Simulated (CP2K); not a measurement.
# AM1 run of SiH4O (silanol)

What is the energy change on altering one bond length of SiH4O (silanol) at AM1? 

The results are computed with CP2K 2026.2.

8 further runs of the same task are left out: 5 that didn't finish, 3 set aside as unsound or not needed.

### 1 The system as given

SiH4O has 6 atoms, charge 0, and is taken as a singlet. SMILES: `O[SiH3]`. The shape is that of a PBE0-D4/def2-TZVP optimisation.

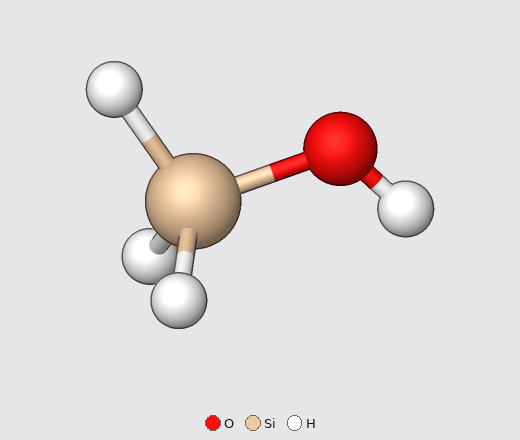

The structure, seen from a chosen angle (oxygen red, silicon light orange, hydrogen white).

### 2 A single-point energy at AM1

molecule.pdb

```
HETATM    1 O    MOL A   1       0.637  -1.030   0.419  1.00  0.00           O
HETATM    2 Si   MOL A   1      -0.036   0.346  -0.187  1.00  0.00          SI
HETATM    3 H    MOL A   1       0.069  -1.629   0.905  1.00  0.00           H
HETATM    4 H    MOL A   1      -1.128   0.046  -1.153  1.00  0.00           H
HETATM    5 H    MOL A   1       1.060   1.065  -0.876  1.00  0.00           H
HETATM    6 H    MOL A   1      -0.602   1.202   0.892  1.00  0.00           H
END
```

molecule.inp

```
&FORCE_EVAL
    METHOD QUICKSTEP
    &DFT
        &QS
            METHOD AM1
            EPS_DEFAULT 1.0E-10
            &SE
                &COULOMB
                    CUTOFF [angstrom] 50
                    RC_RANGE [angstrom] 0
                &END COULOMB
                &EXCHANGE
                    CUTOFF [angstrom] 50
                    RC_RANGE [angstrom] 0
                &END EXCHANGE
            &END SE
        &END QS
        ! isolated system
        &POISSON
            PERIODIC NONE
            POISSON_SOLVER ANALYTIC
        &END POISSON
        ! self-consistent field
        &SCF
            SCF_GUESS ATOMIC
            EPS_SCF 1.0E-06
            MAX_SCF 100
            &DIAGONALIZATION
                ALGORITHM STANDARD
            &END DIAGONALIZATION
            &MIXING
                METHOD DIRECT_P_MIXING
                ALPHA 0.4
            &END MIXING
        &END SCF
        &PRINT
            &MOMENTS
                PERIODIC F
                REFERENCE COM
                MAX_MOMENT 1
            &END MOMENTS
            &MO ON
                ENERGIES T
                OCCUPATION_NUMBERS T
                NDIGITS 6
                &EACH
                    QS_SCF 0
                &END EACH
                ADD_LAST NUMERIC
            &END MO
            &HIRSHFELD OFF
            &END HIRSHFELD
        &END PRINT
    &END DFT
    &SUBSYS
        &CELL
            ABC 18.2 18.8 18.1
            PERIODIC NONE
        &END CELL
        &TOPOLOGY
            COORD_FILE_NAME molecule.pdb
            COORD_FILE_FORMAT PDB
            CONN_FILE_FORMAT OFF
            &CENTER_COORDINATES
            &END CENTER_COORDINATES
        &END TOPOLOGY
    &END SUBSYS
&END FORCE_EVAL

&GLOBAL
    PROJECT molecule
    RUN_TYPE ENERGY
    PRINT_LEVEL MEDIUM
&END GLOBAL
```

On the command line:

```console
$ OMP_NUM_THREADS=1 cp2k.psmp -i molecule.inp > molecule.out 2>&1
```

The log of the run, cut to the lines that bear on the results:

```text
CP2K| version string:                                       CP2K version 2026.2
[...]
 GLOBAL| Method name                                                        CP2K
[...]
 GLOBAL| Run type                                                         ENERGY
[...]
                             - Atoms:                                          6
[...]
                             - Spherical basis functions:                     12
[...]
 Number of electrons:                                                         14
[...]
     1 P_Mix/Diag. 0.40E+00    0.0     0.63187012       -14.0447606483 -1.40E+01
[...]
    15 DIIS/Diag.  0.18E-06    0.0     0.00000072       -16.8869648875 -7.44E-12
  *** SCF run converged in    15 steps ***
  Core-core repulsion energy [eV]:                            482.37126798477755
  Core Hamiltonian energy [eV]:                              -736.25144638629718
  Two-electron integral energy [eV]:                         -411.27501065103007
  Electronic energy [eV]:                                    -941.88895171181218
  Total energy [eV]:                                         -459.51768372703458
  Atomic reference energy [eV]:                               457.00735288616465
  Heat of formation [kcal/mol]:                               -57.88960901635535
[...]
 SE_DIPOLE| Moment [Debye]          1.28489045       0.03625979      -0.35048298
 SE_DIPOLE| Derivative [a.u.]       0.00000000       0.00000000       0.00000000
 ENERGY| Total FORCE_EVAL ( QS ) energy [hartree]            -16.886964887539840
[...]
```

It took 0.97 s on 1 thread of Intel Xeon 6975P-C (Granite Rapids), shared host; peak memory 0.19 GiB.

### 3 The distorted shape, same level

molecule.pdb

```
HETATM    1 O    MOL A   1       1.318  -0.312  -0.164  1.00  0.00           O
HETATM    2 Si   MOL A   1       0.645   1.065  -0.770  1.00  0.00          SI
HETATM    3 H    MOL A   1       0.069  -1.629   0.905  1.00  0.00           H
HETATM    4 H    MOL A   1      -0.447   0.764  -1.736  1.00  0.00           H
HETATM    5 H    MOL A   1       1.742   1.784  -1.458  1.00  0.00           H
HETATM    6 H    MOL A   1       0.079   1.921   0.309  1.00  0.00           H
END
```

mol.inp

```
&FORCE_EVAL
    METHOD QS
    &DFT
        CHARGE 0
        MULTIPLICITY 1
        &QS
            METHOD AM1
            EPS_DEFAULT 1.0E-10
            &SE
                &COULOMB
                    CUTOFF [angstrom] 50
                    RC_RANGE [angstrom] 0
                &END COULOMB
                &EXCHANGE
                    CUTOFF [angstrom] 50
                    RC_RANGE [angstrom] 0
                &END EXCHANGE
            &END SE
        &END QS
        &POISSON
            PERIODIC NONE
            POISSON_SOLVER ANALYTIC
        &END POISSON
        &SCF
            SCF_GUESS ATOMIC
            EPS_SCF 1.0E-06
            MAX_SCF 100
            &DIAGONALIZATION
                ALGORITHM STANDARD
            &END DIAGONALIZATION
            &MIXING
                METHOD DIRECT_P_MIXING
                ALPHA 0.4
            &END MIXING
        &END SCF
        &PRINT
            &MOMENTS
                PERIODIC F
                REFERENCE COM
                MAX_MOMENT 1
            &END MOMENTS
            &MO ON
                ENERGIES T
                OCCUPATION_NUMBERS T
                NDIGITS 6
                &EACH
                    QS_SCF 0
                &END EACH
                ADD_LAST NUMERIC
            &END MO
            &HIRSHFELD OFF
            &END HIRSHFELD
        &END PRINT
    &END DFT
    &SUBSYS
        &CELL
            ABC [angstrom] 18.2 19.6 18.6
            PERIODIC NONE
        &END CELL
        &TOPOLOGY
            COORD_FILE_NAME molecule.pdb
            COORD_FILE_FORMAT PDB
            CONN_FILE_FORMAT OFF
            &CENTER_COORDINATES
            &END CENTER_COORDINATES
        &END TOPOLOGY
    &END SUBSYS
&END FORCE_EVAL

&GLOBAL
    PROJECT_NAME mol
    RUN_TYPE ENERGY
    PRINT_LEVEL MEDIUM
&END GLOBAL
```

On the command line:

```console
$ OMP_NUM_THREADS=1 cp2k.psmp mol.inp > mol.out
```

The log of the run, cut to the lines that bear on the results:

```text
CP2K| version string:                                       CP2K version 2026.2
[...]
 GLOBAL| Method name                                                        CP2K
[...]
 GLOBAL| Run type                                                         ENERGY
[...]
                             - Atoms:                                          6
[...]
                             - Spherical basis functions:                     12
[...]
 Number of electrons:                                                         14
[...]
     1 P_Mix/Diag. 0.40E+00    0.0     0.96318357       -14.3088184136 -1.43E+01
[...]
    19 DIIS/Diag.  0.58E-06    0.0     0.00000053       -16.6612204698 -1.11E-11
  *** SCF run converged in    19 steps ***
  Core-core repulsion energy [eV]:                            442.39498796123087
  Core Hamiltonian energy [eV]:                              -730.03185413224810
  Two-electron integral energy [eV]:                         -331.47599910156271
  Electronic energy [eV]:                                    -895.76985368302940
  Total energy [eV]:                                         -453.37486572179853
  Atomic reference energy [eV]:                               457.00735288616465
  Heat of formation [kcal/mol]:                                83.76715063948021
[...]
 SE_DIPOLE| Moment [Debye]          2.38578778       2.06371864      -1.78490772
 SE_DIPOLE| Derivative [a.u.]       0.00000000       0.00000000       0.00000000
 ENERGY| Total FORCE_EVAL ( QS ) energy [hartree]            -16.661220469776389
[...]
```

Wall time 0.99 s (1 thread of Intel Xeon 6975P-C (Granite Rapids), shared host); peak memory 0.19 GiB.

### 4 Summary of results

At AM1:

```
                                                         quantity           value
                                        first shape: total energy    -16.88696 Eh
                                       first shape: dipole moment          1.33 D
                                         first shape: HOMO energy       -11.07 eV
                                   first shape: heat of formation  -57.9 kcal/mol
                                    distorted shape: total energy    -16.66122 Eh
                                   distorted shape: dipole moment          3.62 D
                                     distorted shape: HOMO energy        -9.78 eV
                               distorted shape: heat of formation   83.8 kcal/mol
energy change with the O1–H3 bond stretched from 0.958 to 2.106 Å        6.143 eV
```

**Reading.** One bond (distorted shape) is far stretched, which a spin-restricted single reference describes badly. With the O1–H3 bond stretched from 0.958 to 2.106 Å the energy rises by 6.14 eV (142 kcal/mol). The first shape isn't relaxed at this level, so the change isn't measured from a minimum. A restricted reference can't describe the breaking bond well at this length.
